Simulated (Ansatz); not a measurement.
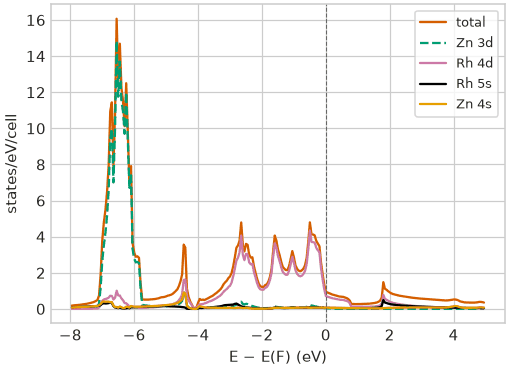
Figure. Total and projected density of states of ZnRh (CsCl type, Pm-3m), PBEsol in the plane-wave PAW code Ansatz

Task: Which orbitals carry the states next to the Fermi level?

Result: Within 0.5 eV of the Fermi level: Rh 4d 86 %. Projections are on Löwdin-orthogonalised atomic valence shells; empty p or d shells of many metals are not among them.

Task: Where is the tallest occupied peak in this window, and what makes it?

Result: Near -6.5 eV, about 16 states/eV per cell; the largest projected share is Zn 3d.

The first step of the workflow began from a Materials Project structure, measured or hypothetical; the Crystallography Open Database copy checked does not list it. With Zn and Rh taken as one species the cell has the higher symmetry Im-3m, so it may be an ordered model of a mixed-site phase. Whether it is the stable phase at ambient conditions was not checked. Symmetry was held in the PBEsol relaxation; of distortions, only those at the zone centre were tested. No spin polarisation was allowed. Spin–orbit coupling is left out wherever it is not named.

Potentials: the later of the program's two PAW sets.
